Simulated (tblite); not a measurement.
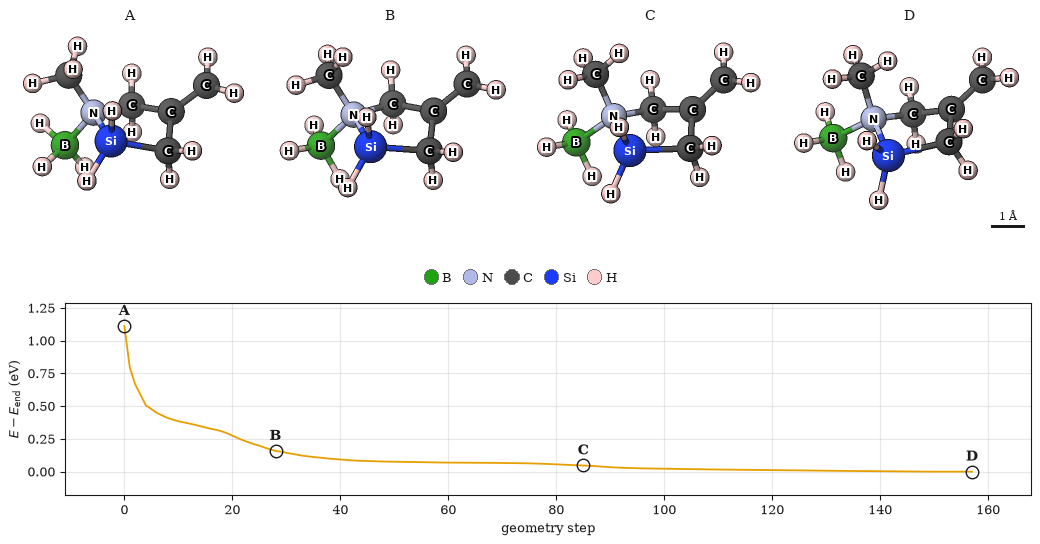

Frames of a relaxation of C5H14BNSi, marked on the history of the run. The picture is a ball-and-stick view, seen from a free direction.

All numbers below come from tblite 0.8.0, GFN2-xTB geometry optimisation, gas phase. 

> What happens along the run?

The atom that moves furthest after the best rigid fit is an H atom (1.20 Å). Largest moves by element: H 1.20 Å, Si 0.49 Å, B 0.45 Å, C 0.42 Å, N 0.19 Å. Among the contacts that change: B–N 1.535 → 1.639 Å, C–H 1.140 → 1.087 Å, C–N 1.420 → 1.460 Å, C–Si 1.875 → 1.910 Å. Among the angles between lasting bonds that change: H–C–H 114.7° → 106.3°, H–B–H 105.6° → 113.0°, C–C–Si 96.6° → 104.1°. Groups turn about C–N by about 45°, N–Si by about 40°, C–Si by about 30°. The energy falls by 1.112 eV in 157 geometry steps. The run took 2.3 s on 1 thread of Arm Neoverse N1 (shared host). From step 0 to 28: an H atom moves most (0.64 Å), energy −0.954 eV. From step 28 to 85: an H atom moves most (0.61 Å), energy −0.111 eV. From step 85 to 157: an H atom moves most (0.64 Å), energy −0.047 eV.

```csv
step,"E − E(0), eV"
0,0.0000
1,-0.3149
2,-0.4443
3,-0.5246
4,-0.6065
5,-0.6330
6,-0.6623
7,-0.6825
8,-0.7011
9,-0.7148
10,-0.7263
18,-0.8030
25,-0.9130
33,-0.9896
41,-1.0217
49,-1.0349
56,-1.0409
64,-1.0430
72,-1.0459
80,-1.0561
87,-1.0684
95,-1.0856
103,-1.0907
111,-1.0955
118,-1.0987
126,-1.1024
134,-1.1061
142,-1.1098
149,-1.1113
157,-1.1116
```
